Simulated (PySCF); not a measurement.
C5H4F3S (SMILES FC(F)=C(F)C1([S-])CC1) (charge −1)

The calculation's input:

```
{"job": {"kind": "nmr", "xc": "PBE0", "basis": "pcSseg-1"}, "charge": -1, "multiplicity": 1}
F      3.244760    -0.726293     0.037894
C      1.945660    -0.568215    -0.304546
F      1.658455    -1.387956    -1.327912
C      1.080117     0.268557     0.270056
F      1.543170     0.965737     1.345612
C     -0.283720     0.573130    -0.188233
S     -0.171687     1.972101    -1.276093
C     -1.260216    -0.554690    -0.397314
C     -1.430834     0.377511     0.768503
H     -1.945891    -0.458906    -1.225857
H     -0.931754    -1.568220    -0.207259
H     -1.221034     0.006826     1.763957
H     -2.231415     1.100904     0.723466
```

Run with:

```sh
OMP_NUM_THREADS=1 python probes_run.py task.json out
```

Geometry: GFN2-xTB.

All numbers below come from PySCF, PBE0/pcSseg-1, SCF density, gas phase, non-relativistic.

Q: What will maps of the electron density and electron localisation function show?

A: C–C (1.33 Å): ρ is about 2.3 e/Å³ halfway; the ELF peaks at about 0.90 between the atoms: a multiple bond.
C–F (1.34 Å): the density is about 2.3 e/Å³ at the midpoint; the ELF peaks at about 0.85 between the atoms, as expected for a shared but strongly polarised pair.
C–C (1.47 Å): the density is about 1.8 e/Å³ at the midpoint; the ELF peaks at about 0.95 between the atoms: a shared electron pair.

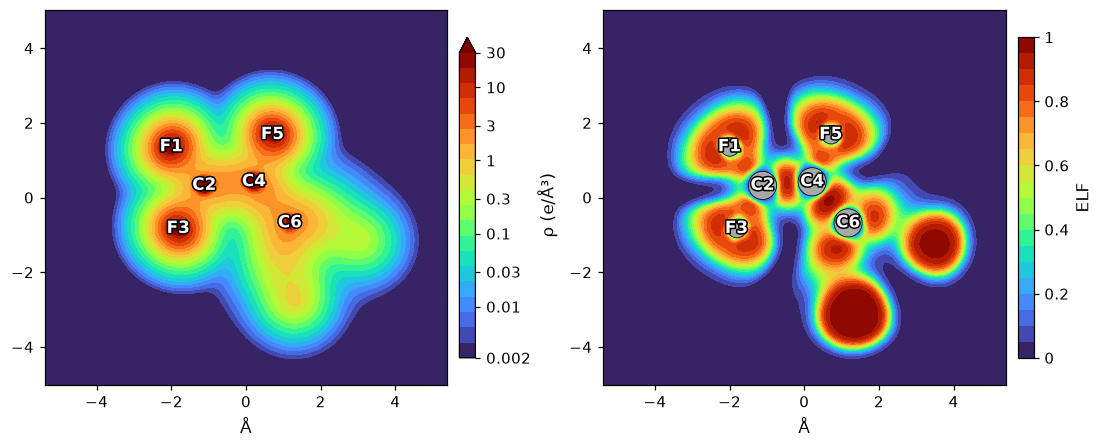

Computed electron density and electron localisation function on the plane of atoms F3, C2 and C4, in this order. Grey discs cover the atomic cores in the ELF map. 
